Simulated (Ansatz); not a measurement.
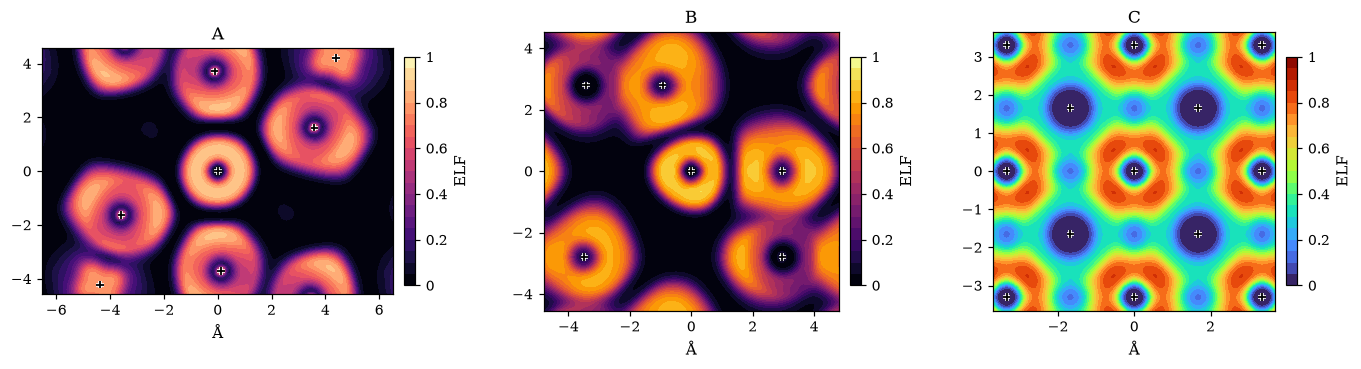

The ELF of 3 systems, each on a plane through atoms (crosses mark nuclei in the plane).

Method: DFT, r2SCAN+rVV10, plane waves, PAW (Ansatz 0.2.0).

System 1: SrGe2Se3, the (110) plane of the conventional cell. Space group P3m1; a structure from a database of computed crystals, not necessarily the ambient phase; started from the MnCd2Te3-156 prototype, which need not be the ambient phase.

```xyz
6
Lattice="4.8360 0.0000 0.0000 -2.4180 4.1881 0.0000 0.0000 0.0000 8.9262" Properties=species:S:1:pos:R:3 pbc="T T T"
Sr    0.0000    2.7921    5.9000
Ge    0.0000    0.0000    8.8626
Ge    2.4180    1.3960    2.4619
Se    0.0000    0.0000    2.4211
Se    2.4180    1.3960    4.9664
Se    0.0000    2.7921    8.8614
```

System 2: RbRhI4, the (010) plane of the conventional cell. Space group C2/m; a structure from a database of computed crystals, not necessarily the ambient phase; started from the CaPbI4-12 prototype, which need not be the ambient phase; computed without spin polarisation.

```cif
data_structure
_symmetry_space_group_name_H-M 'P 1'
_symmetry_Int_Tables_number 1
_cell_length_a 12.3416
_cell_length_b 4.1145
_cell_length_c 9.1531
_cell_angle_alpha 90.000
_cell_angle_beta 112.972
_cell_angle_gamma 90.000
_cell_volume 427.92
loop_
_atom_site_label
_atom_site_type_symbol
_atom_site_fract_x
_atom_site_fract_y
_atom_site_fract_z
_atom_site_occupancy
Rb1 Rb 0.50000 0.00000 0.50000 1
Rb2 Rb 0.00000 0.50000 0.50000 1
Rh1 Rh 0.00000 0.00000 0.00000 1
Rh2 Rh 0.50000 0.50000 0.00000 1
I1 I 0.38204 0.00000 0.05976 1
I2 I 0.88204 0.50000 0.05976 1
I3 I 0.84632 0.00000 0.69267 1
I4 I 0.34632 0.50000 0.69267 1
I5 I 0.61796 0.00000 0.94024 1
I6 I 0.11796 0.50000 0.94024 1
I7 I 0.15368 0.00000 0.30733 1
I8 I 0.65368 0.50000 0.30733 1
```

System 3: BiB2Sb3, the (010) plane of the conventional cell. Space group Cmmm; a structure from a database of computed crystals, not necessarily the ambient phase; started from the LaAl2Cu3-65 prototype, which need not be the ambient phase.

```cif
data_structure
_symmetry_space_group_name_H-M 'P 1'
_symmetry_Int_Tables_number 1
_cell_length_a 6.7032
_cell_length_b 12.1820
_cell_length_c 3.3056
_cell_angle_alpha 90.000
_cell_angle_beta 90.000
_cell_angle_gamma 90.000
_cell_volume 269.93
loop_
_atom_site_label
_atom_site_type_symbol
_atom_site_fract_x
_atom_site_fract_y
_atom_site_fract_z
_atom_site_occupancy
Bi1 Bi 0.00000 0.00000 0.00000 1
Bi2 Bi 0.50000 0.50000 0.00000 1
B1 B 0.25000 0.75000 0.50000 1
B2 B 0.75000 0.25000 0.50000 1
B3 B 0.25000 0.25000 0.50000 1
B4 B 0.75000 0.75000 0.50000 1
Sb1 Sb 0.00000 0.25346 0.00000 1
Sb2 Sb 0.50000 0.75346 0.00000 1
Sb3 Sb 0.00000 0.74654 0.00000 1
Sb4 Sb 0.50000 0.24654 0.00000 1
Sb5 Sb 0.00000 0.50000 0.50000 1
Sb6 Sb 0.50000 0.00000 0.50000 1
```

> Which map belongs to which system?

Panel A is system 2, RbRhI4: the plane holds Rb, Rh and I. Rh–I (2.71 Å): the ELF is about 0.55 at the midpoint. Panel B is system 1, SrGe2Se3: the plane holds Sr, Ge and Se. Ge–Se (2.50 Å): the ELF is about 0.70 at the midpoint. Panel C is system 3, BiB2Sb3: the plane holds B and Sb. B–Sb (2.35 Å): the ELF peaks at about 0.85 in the valence shell of B, 0.8 Å from its nucleus, and is about 0.60 at the midpoint.
